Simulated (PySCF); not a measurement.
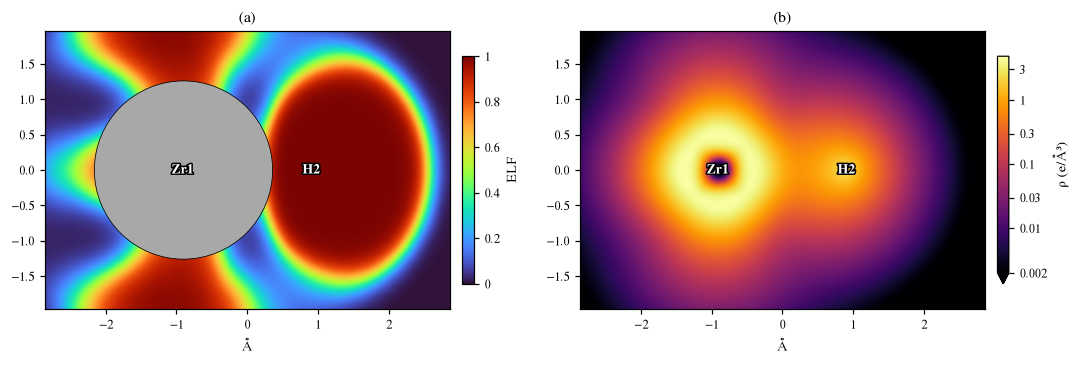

ZrH (charge +1, triplet). (a) electron localisation function; (b) electron density on a plane that holds the molecular axis. Grey discs cover the atomic cores in the ELF map.

Core potentials replace the inner electrons of Zr.

Computed with PySCF, PBE0/def2-TZVPPD, non-relativistic Hamiltonian with scalar-relativistic core potentials where named, at a bond length of 1.802 Å.

```xyz
2

Zr    0.0000    0.0000   -0.0200
H     0.0000    0.0000    1.7820
```

> Read the bonding off the picture.

- Atoms in the plane: Zr and H.
- Zr–H (1.80 Å): ρ is about 1.3 e/Å³ halfway; the ELF climbs to about 1 towards the hydrogen.
